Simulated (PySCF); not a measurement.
C$_{5}$H$_{7}$BClO (doublet)

```yaml
atoms:
  - { symbol: B, position_ang: [-1.8097, 0.4520, 0.5591] }
  - { symbol: C, position_ang: [-1.4462, -0.7785, -0.4439] }
  - { symbol: O, position_ang: [-0.9238, -0.4290, -1.6900] }
  - { symbol: C, position_ang: [0.2983, 0.0851, -1.4919] }
  - { symbol: C, position_ang: [0.7163, 0.0284, -0.1984] }
  - { symbol: C, position_ang: [2.0217, 0.4489, 0.3683] }
  - { symbol: C, position_ang: [-0.3758, -0.5422, 0.5503] }
  - { symbol: Cl, position_ang: [-0.0950, -1.4753, 1.9804] }
  - { symbol: H, position_ang: [-2.5385, 0.2142, 1.4421] }
  - { symbol: H, position_ang: [-1.6531, 1.5452, 0.1689] }
  - { symbol: H, position_ang: [-2.0507, -1.6741, -0.4747] }
  - { symbol: H, position_ang: [0.8040, 0.4728, -2.3571] }
  - { symbol: H, position_ang: [2.6925, 0.7786, -0.4196] }
  - { symbol: H, position_ang: [2.4783, -0.3808, 0.9067] }
  - { symbol: H, position_ang: [1.8771, 1.2628, 1.0780] }
```

Geometry: GFN2-xTB.

These are results of UKS B3LYP, pcH-1 on B C Cl H O, non-relativistic, mean-field spin-orbit, GIAO in PySCF, not measurements.

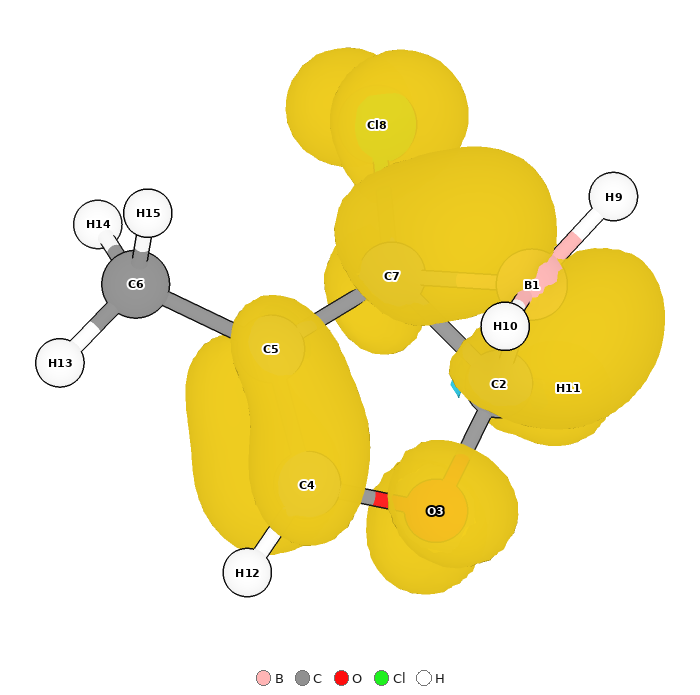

Figure 1. Isosurfaces of the spin density at +0.015 (yellow) and −0.015 e/Å³ (cyan), seen across its widest extent.

Describe the spin distribution.

The unpaired spin (1 electron) lies mostly on B1 (about 0.2), C7 (about 0.2), O3 (about 0.2), C4 (about 0.1), C2 (about 0.1) and Cl8 (about 0.1), in electrons by Hirshfeld's partition.

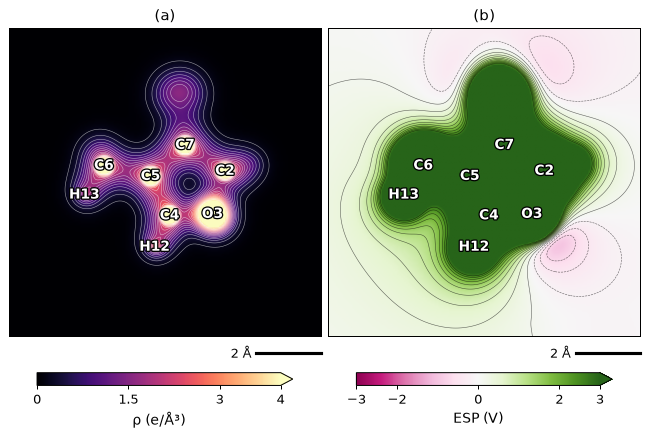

Figure 2. (a) electron density; (b) molecular electrostatic potential on the plane of atoms C5, C4 and H12.

What do the fields say about this system?

- The plane passes through C, O and H nuclei.
- C–O (1.34 Å): ρ at the midpoint is about 2.4 e/Å³.
- C–C (1.36 Å): the density is about 2.2 e/Å³ at the midpoint.
- C–H (1.07 Å): ρ is about 2.1 e/Å³ halfway.
- C–O (1.40 Å): the density is about 2.1 e/Å³ at the midpoint, with its minimum of 1.8 e/Å³ about 0.5 Å from C.
- C–C (1.44 Å): ρ at the midpoint is about 1.9 e/Å³.
- Outside the dense part of the molecule the potential is most negative (−1.0 V) near O3.

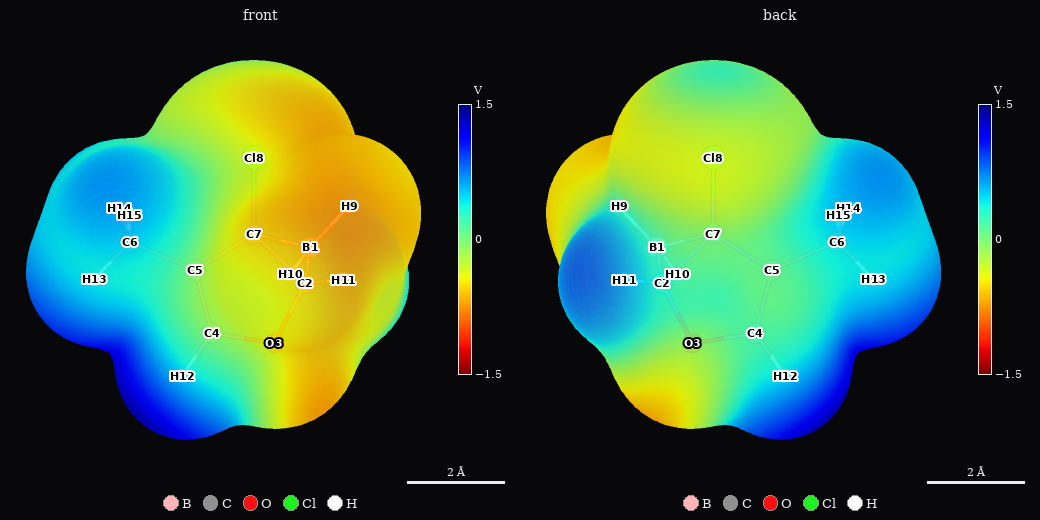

Figure 3. The molecular electrostatic potential painted on the density surface at 0.001 e/bohr³, seen from the front and from behind; red is negative and blue positive.

Describe the electrostatic potential map.

The most negative region (about −0.8 V) lies over H10, the most positive (about +1.3 V) over H12. Cl8 shows a σ-hole: about +0.3 V at the tip opposite its bond, against about −0.3 V on its flanks.
